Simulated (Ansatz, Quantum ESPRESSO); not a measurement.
# Predicting the next point of a tunnelling series: a In chain with one bond drawn out

How the rows were computed: Quantum ESPRESSO 7.5 (pw.x, pwcond.x), LDA, GBRV ultrasoft; geometry as built. T is the transmission per spin at the Fermi level. The series steps the stretch of one bond.

```
added stretch (Å)       T
              0.5    2.77
              1.2    1.67
                2   0.505
                3  0.0773
```

One more run was made and is withheld. What is T at 4 Å?

**Fit.** In the tunnelling regime ln T falls linearly. The last two rows give a slope of ln(0.505/0.0773)/(3 − 2) = 1.877 per Å, so T(4) ≈ 0.0773 × exp(−1.877 × 1) = 0.0118.

What the calculation gave: T = 0.011; the estimate is 1.08 times that. The slope over the last interval is 1.950: the same within 8 %. A second code, Ansatz 0.2.0, gives 0.0103.

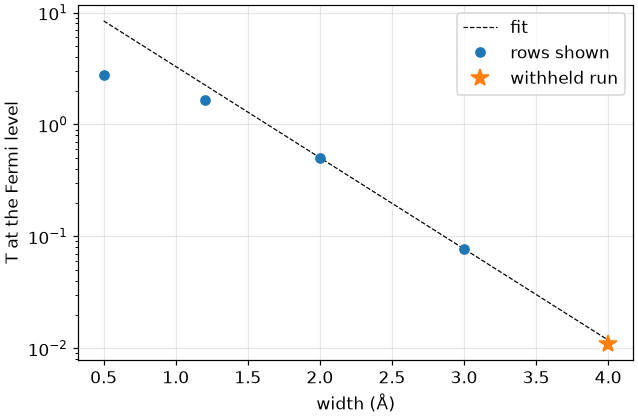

The rows shown, the fit and the withheld run.

**Limits.** Short leads, unrelaxed atoms, a barrier without the image potential.

[Logs are printed without paths, hosts, clocks, repeated set-up lines and the standing remarks that a program may print on its own settings, such as how far it seeks lower states.]
